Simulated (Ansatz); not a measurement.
# OSi (SMILES O=[Si]) at PBE-QIDH/def2-TZVPPD

What is the electronic atomisation energy of OSi at PBE-QIDH/def2-TZVPPD? 

The calculation is run with Ansatz 0.2.0.

### Step 1. The structure to begin with

OSi: 2 atoms, total charge 0, spin state singlet. SMILES: `O=[Si]`. The shape is that of a PBE0-D4/def2-TZVP optimisation.

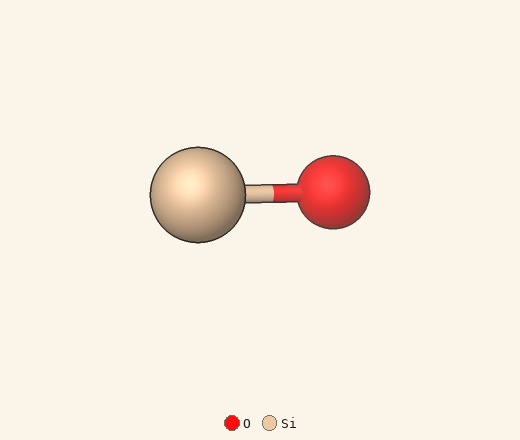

Viewed from a chosen angle; oxygen red, silicon light orange.

### Step 2. The energy at PBE-QIDH/def2-TZVPPD

The input, run.yaml:

```yaml
crystal:
  periodic: [false, false, false]
  atoms:
    - {symbol: O, position_ang: [-0.640700, 0.231500, -0.324000]}
    - {symbol: Si, position_ang: [0.640700, -0.231500, 0.324000]}
basis:
  gaussian: {orbitals: def2-TZVPPD.json}
hamiltonian: {xc: {name: PBE-QIDH}}
correlation: {frozen_orbitals: {O: 1, Si: 5}}
accuracy: high
output: {orbitals: {seedname: orbitals}}
```

The basis set def2-TZVPPD is read from a file made from the Basis Set Exchange's data (not shown).

Launch:

```sh
$ ansatz run run.yaml --threads 1 --pin off --max-ram 3480MiB --events-out events.jsonl --progress --plain --runs-dir runs
```

The log of the run:

```text
Warning: RAYON_NUM_THREADS=1 ignored (pool sized by the plan → 1); use --threads N
Functional definition: PBE-QIDH
  name "PBE-QIDH"
  parameter a = 3^(-1/3)
  parameter c = 1/3
  exchange = (1 - a)*pbe_x + a*exact_x
  correlation = (1 - c)*pbe_c + c*(mp2_os + mp2_ss)
1168 factors; integrals over basis functions are off by at most 3.9e-9 eV
mean field evaluation 1: about -9907.9585 eV, gradient 5.6e1 eV
mean field evaluation 2: about -9907.9590 eV, gradient 5.6e1 eV
mean field evaluation 4: about -9913.9468 eV, gradient 5.0e0 eV
mean field evaluation 8: about -9914.0201 eV, gradient 1.9e-1 eV
mean field evaluation 16: about -9914.0203 eV, gradient 2.1e-5 eV
mean field -9914.02029092 eV, -364.3335257271 hartree, gradient 8.8e-8 eV, S^2 0.000000; 0 other end points of the search recorded, 0 dependent functions left out
6 core orbitals not correlated: weight in the atoms' cores, before any rotation towards them, 1.000 or more for the frozen orbitals, at most 0.000 for the correlated occupied ones
reference -9914.02029181 eV, -364.3335257596 hartree; 5, 5 occupied and 77, 77 virtual orbitals, 1168 factors
second order -10.53858290 eV of doubles, -0.00000000 eV of singles
Total energy: -9917.53315277 eV, -364.4626210190 hartree
```

Wall time 3.3 s (1 thread of Arm Neoverse V2, shared host); peak memory 0.16 GiB.

### Step 3. The O atom, same level

The input, in.yaml:

```yaml
crystal:
  periodic: [false, false, false]
  atoms:
    - {symbol: O, position_ang: [0.000000, 0.000000, 0.000000]}
basis:
  gaussian: {orbitals: def2-TZVPPD.json}
magnetization: {spin_polarized: true, initial_magnetization: 2}
hamiltonian: {xc: {name: PBE-QIDH}}
correlation: {frozen_orbitals: {O: 1}}
accuracy: high
```

The basis set def2-TZVPPD is read from a file made from the Basis Set Exchange's data (not shown).

Launch:

```sh
$ ansatz run in.yaml --threads 1 --pin off --max-ram 3480MiB --events-out events.jsonl --progress --plain --runs-dir runs
```

The log of the run, shortened:

```text
Warning: RAYON_NUM_THREADS=1 ignored (pool sized by the plan → 1); use --threads N
[... 2 set-up lines as earlier in the session ...]
[...]
387 factors; integrals over basis functions are off by at most 3.2e-9 eV
[...]
mean field -2039.73481362 eV, -74.9588718188 hartree, gradient 1.8e-8 eV, S^2 2.006059; 0 other end points of the search recorded, 0 dependent functions left out
1 core orbitals not correlated: weight in the atoms' cores, before any rotation towards them, 1.000 or more for the frozen orbitals, at most 0.000 for the correlated occupied ones
reference -2039.73481478 eV, -74.9588718612 hartree; 4, 2 occupied and 35, 37 virtual orbitals, 387 factors
second order -4.26567029 eV of doubles, -0.00000000 eV of singles
Total energy: -2041.15670488 eV, -75.0111253585 hartree
```

It took 0.58 s on 1 thread of Arm Neoverse V2, shared host.

### Step 4. The Si atom

The input, job.yaml:

```yaml
basis:
  gaussian:
    orbitals: def2-TZVPPD.json
crystal:
  periodic: [false, false, false]
  atoms:
    - {symbol: Si, position_ang: [0.000000, 0.000000, 0.000000]}
magnetization:
  spin_polarized: true
  initial_magnetization: 2
hamiltonian:
  xc: {name: PBE-QIDH}
correlation:
  frozen_orbitals: {Si: 5}
accuracy: high
```

The basis set def2-TZVPPD is read from a file made from the Basis Set Exchange's data (not shown).

Run the same way, it converges to -289.15976 Eh (log not shown).

### Step 5. Summary of results

Level: PBE-QIDH/def2-TZVPPD, 6 core orbitals frozen.

| quantity | value |
| --- | --- |
| molecule: total energy | -364.46262 Eh |
| molecule: HOMO energy (SCF part's orbitals) | -10.90 eV |
| molecule: LUMO energy (SCF part's orbitals) | -0.41 eV |
| molecule: HOMO–LUMO gap (SCF part's orbitals) | 10.48 eV |
| O atom: total energy | -75.01113 Eh |
| O atom: ⟨S²⟩ | 2.006 |
| Si atom: total energy | -289.15976 Eh |
| Si atom: ⟨S²⟩ | 2.010 |
| electronic atomisation energy | 7.939 eV |

Taking the molecule apart into free atoms costs 7.94 eV (183 kcal/mol), before zero-point energy and without spin-orbit coupling.
